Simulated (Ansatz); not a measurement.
The calculation's input:

```
crystal:
  periodic: [false, false, false]
  atoms:
    - { symbol: C, position_ang: [0.2007, -1.8175, -0.6808] }
    - { symbol: C, position_ang: [0.9778, -0.5461, -0.3376] }
    - { symbol: C, position_ang: [0.1494, 0.7306, -0.013] }
    - { symbol: "N", position_ang: [-0.5996, 1.1382, -1.1236] }
    - { symbol: F, position_ang: [1.0945, 1.7349, 0.0945] }
    - { symbol: Si, position_ang: [-0.7851, 0.7096, 1.6302] }
    - { symbol: H, position_ang: [-0.4574, -1.5873, -1.5598] }
    - { symbol: H, position_ang: [0.8545, -2.5913, -0.9448] }
    - { symbol: H, position_ang: [-0.4778, -2.0729, 0.1821] }
    - { symbol: H, position_ang: [1.656, -0.3234, -1.1541] }
    - { symbol: H, position_ang: [1.6356, -0.7921, 0.5224] }
    - { symbol: H, position_ang: [-0.0602, 1.1995, -1.9293] }
    - { symbol: H, position_ang: [-1.0168, 2.1169, -0.9649] }
    - { symbol: H, position_ang: [0.0945, 0.4309, 2.7998] }
    - { symbol: H, position_ang: [-1.4669, 1.9829, 1.8789] }
    - { symbol: H, position_ang: [-1.8222, -0.3354, 1.6444] }
basis:
  gaussian: { orbitals: cc-pVDZ }
hamiltonian:
  xc: pbe
  dispersion: d4
relax:
  f_tol: 0.015
  max_steps: 40
output:
  orbitals: {}
```

Launched as:

```sh
ansatz run input.yaml --threads 2 --pin off --max-ram 3072MiB --backend cpu --events-out ev --progress --plain --runs-dir out
```

The fields are those of the relaxed geometry.

Method: Ansatz, RKS PBE-D4/cc-pVDZ.

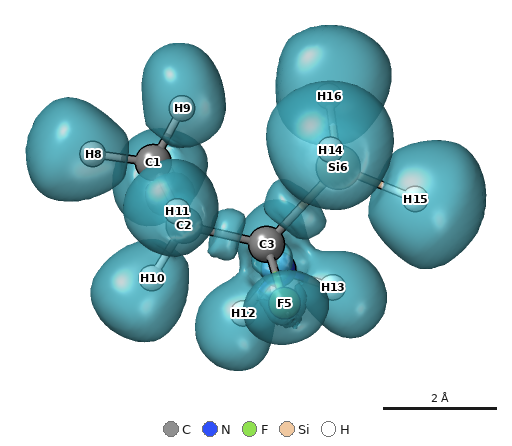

C₃H₁₀FNSi (SMILES CCC(N)(F)[SiH3]). Isosurface of the electron localisation function at 0.8 (cyan), seen at a tilt. Core shells and regions of very low density are left out.

Q: Identify the bonds, lone pairs and shells in this picture.

A: At this value the surface marks out two regions between bonded C–C atoms (shared pairs), one region between bonded C–Si atoms (shared pairs), eight regions around hydrogen nuclei, one region wrapped around F (its lone pairs, merged into a ring or cap) and one joined region spread over several atoms (H, N), in which their bonds and any lone pairs are merged.

Values along the shortest contacts:
C–N (1.42 Å): the ELF peaks at about 0.90 between the atoms (a shared electron pair). C–F (1.47 Å): the ELF peaks at about 0.80 between the atoms (a shared but strongly polarised pair).
